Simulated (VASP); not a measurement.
Band structure of CaO2 (space group I4/mmm). Computed with LDA (Ceperley-Alder, Perdew-Zunger), VASP's LDA PAW potentials (set 64) (plane waves; VASP 6.6.1).

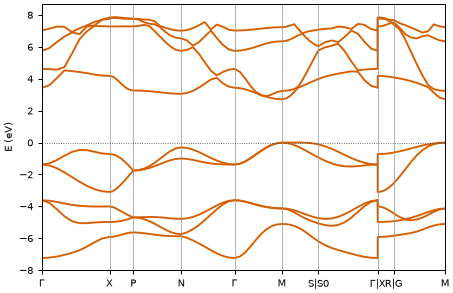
Bands along high-symmetry lines, zero at the valence-band maximum or, without a gap, the Fermi level

Read the plot: is there a gap, and where are the band edges?

The gap is indirect, 2.71 eV, from the valence maximum at M-S at 0.44 to the conduction minimum at M. (Edges off the drawn lines would not show.)

The structure comes from a computed database's CaO2 entry (I4/mmm); how it stands against other phases isn't given here. It was relaxed first, which changed the volume by -7 %.
